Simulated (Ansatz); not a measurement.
SnO2 (rutile): scan of one atom of the cell

Starting cell, SnO2 (rutile):

```yaml
crystal:
  lattice:
    - [4.76854, 0.00000, 0.00000]
    - [0.00000, 4.76854, 0.00000]
    - [0.00000, 0.00000, 3.21140]
  atoms:
    - { symbol: Sn, position: [0.00000, 0.00000, 0.00000] }
    - { symbol: Sn, position: [0.50000, 0.50000, 0.50000] }
    - { symbol: O, position: [0.30630, 0.30630, 0.00000] }
    - { symbol: O, position: [0.80630, 0.19370, 0.50000] }
    - { symbol: O, position: [0.19370, 0.80630, 0.50000] }
    - { symbol: O, position: [0.69370, 0.69370, 0.00000] }
```

In this cell atom 5 (O, nearest neighbour Sn at 2.066 Å; its periodic images, 3.2 Å or more away, move with it) is moved by s along Cartesian [111], unit vector (0.577, 0.577, 0.577); all other atoms and the cell stay fixed.

Computed with PBEsol (plane waves to 420 eV, PAW, scalar-relativistic; Ansatz, a quantum-chemistry and plane-wave program). k mesh 6×6×8 (Γ-centred), Fermi-Dirac smearing 0.05 eV. Energies are smeared free energies. SnO2 was relaxed with its symmetry unable to fall. The PAW data are Ansatz's earlier set. ΔE is measured from the undisplaced structure.

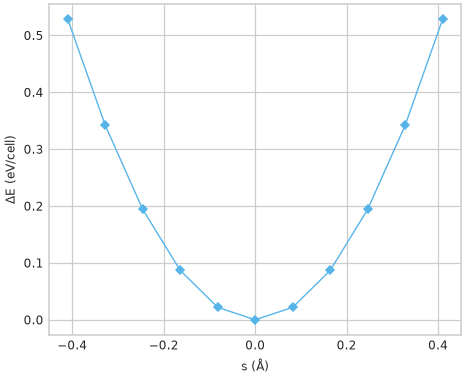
Fig. 1. ΔE (eV/cell) against s (Å); one marker a computed point.

The force constant k = d²E/ds² at s = 0 (finite differences) comes out as 6.49 eV/Å² and the energy at s = 0.410 Å is 528 meV/cell. Symmetry of the curve: even: the same for both signs. Harmonic estimate at the end of the scan: ½ks² = 546 meV/cell against the computed 528 meV/cell, so the well is close to harmonic there. Shape of the curve: a single well with its minimum at or next to zero displacement.

With its periodic images moving along, the atom's site symmetry in this cell is mm2.

(A displaced cell: forces are minus the slopes of the energy, force constants its curvatures, and phonons follow from these.)
